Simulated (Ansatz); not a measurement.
**C$_{4}$H$_{8}$F$_{2}$: density, localisation and related maps**

Input file:

```
crystal:
  periodic: [false, false, false]
  atoms:
    - { symbol: C, position_ang: [1.56351, 0.56977, 0.07017] }
    - { symbol: C, position_ang: [0.72576, -0.67232, -0.232] }
    - { symbol: C, position_ang: [-0.72241, -0.34189, -0.63276] }
    - { symbol: F, position_ang: [-1.32308, -1.49941, -1.09775] }
    - { symbol: C, position_ang: [-1.55522, 0.20523, 0.53109] }
    - { symbol: F, position_ang: [-1.21013, 1.51607, 0.80565] }
    - { symbol: H, position_ang: [2.6271, 0.27551, 0.19371] }
    - { symbol: H, position_ang: [1.49428, 1.30028, -0.76368] }
    - { symbol: H, position_ang: [1.22954, 1.04759, 1.01402] }
    - { symbol: H, position_ang: [0.73454, -1.34975, 0.64951] }
    - { symbol: H, position_ang: [1.20677, -1.21475, -1.07486] }
    - { symbol: H, position_ang: [-0.7238, 0.39624, -1.46427] }
    - { symbol: H, position_ang: [-1.41587, -0.41561, 1.44159] }
    - { symbol: H, position_ang: [-2.63097, 0.18303, 0.25591] }
basis:
  gaussian:
    orbitals: cc-pVDZ
correlation:
  method: mp2
output:
  orbitals: {}
  forces: true
```

Launched as:

```sh
python energy_c4h8f2.py
```

The fields and orbitals are those of the mean-field reference, not of the correlated method; not at a stationary point (largest force 0.9 eV/Å).

These are results of MP2, Gaussian basis in Ansatz, not measurements.

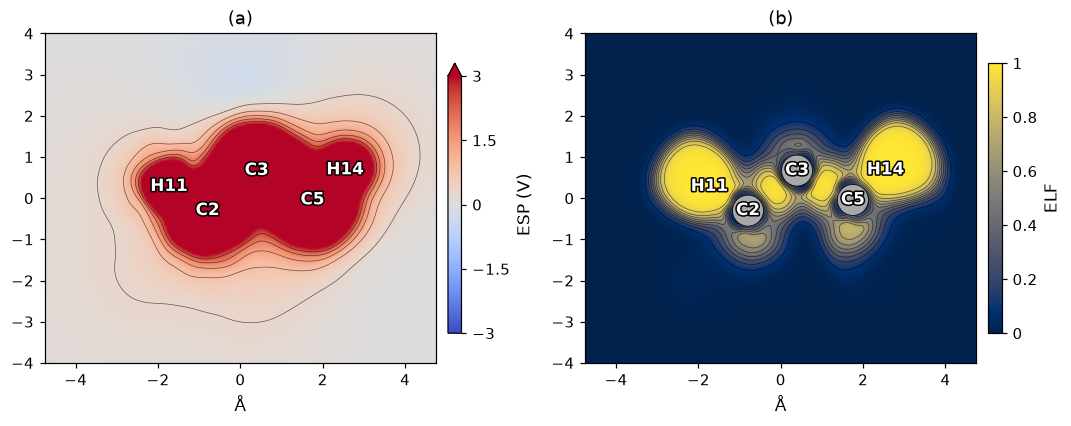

Figure 1. (a) electrostatic potential; (b) electron localisation function on the plane of atoms C2, C3 and C5. Grey discs cover the atomic cores in the ELF map.

Question: Read the bonding off the picture.

Answer:
- The section cuts through C and H sites.
- C–C (1.54 Å): the ELF peaks at about 1 between the atoms, as expected for a shared electron pair.
- C–H (1.11 Å): the ELF climbs to about 1 towards the hydrogen, as it does in any bond to H (an ordinary covalent bond to hydrogen).
- The potential has no marked negative region in this plane.

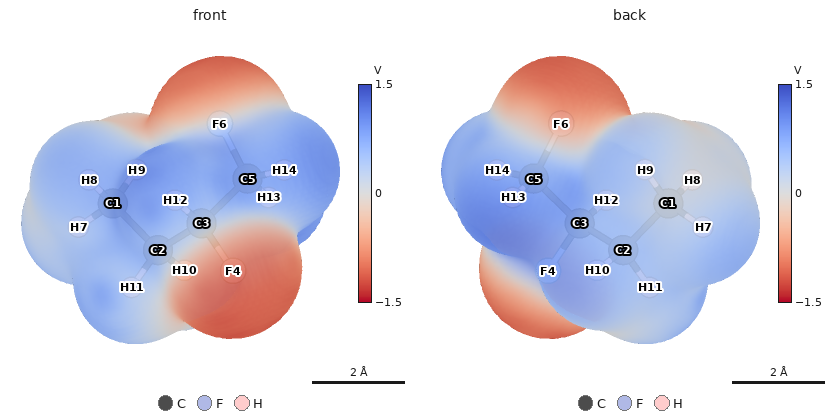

Figure 2. The molecular electrostatic potential painted on the density surface at 0.002 e/bohr³, seen from the front and from behind; red is negative and blue positive.

Question: Describe the electrostatic potential map.

Answer: The most negative region (about −1.2 V) lies over F4, the most positive (about +1.1 V) over H13.

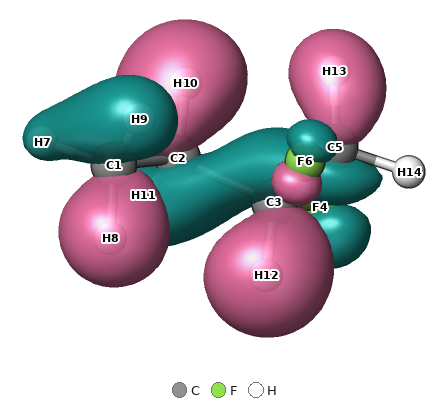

Figure 3. The HOMO−1 at ±0.1 Å⁻³ᐟ² (teal and pink are the two phases), seen from one side.

Question: What is the character of this orbital?

Answer: It lies mainly on C2 (about 20 %), C3 (about 15 %), H10 (about 10 %), H12 (about 10 %), C1 (about 10 %) and F4 (about 5 %). Its energy is −13.09 eV.
